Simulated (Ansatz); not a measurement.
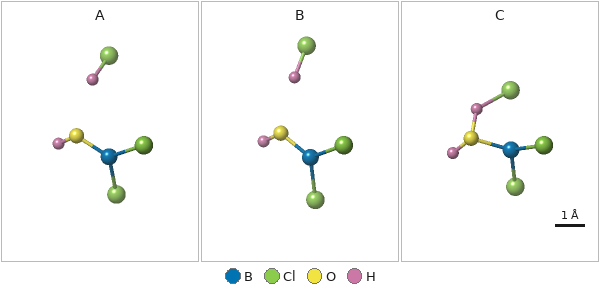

3 geometries from a converged minimum-energy path of BH$_{2}$OCl$_{3}$, shuffled. A ball-and-stick model, seen face on.

All numbers below come from RKS B3LYP-D4/def2-mTZVP in Ansatz 0.2.0. Set-up: 7 movable images; climbing image; force threshold 0.03 eV/Å; iteration limit 60; starting path through a guess of the saddle point.

Q: One of them is the converged climbing image. Which?

A: C. In order along the path, whose images run from 0 to 8: C (image 2, +0.80 eV), A (image 5, −0.35 eV), B (image 6, −0.37 eV). Breaking: B–Cl (1.84 → 4.29 Å), H–O (0.98 → 1.99 Å). Forming: Cl–H (2.51 → 1.30 Å).

The run took 110 s on 4 threads of AMD EPYC 9R45 96-Core Processor (Zen 5) (shared host), peak memory 0.3 GiB.
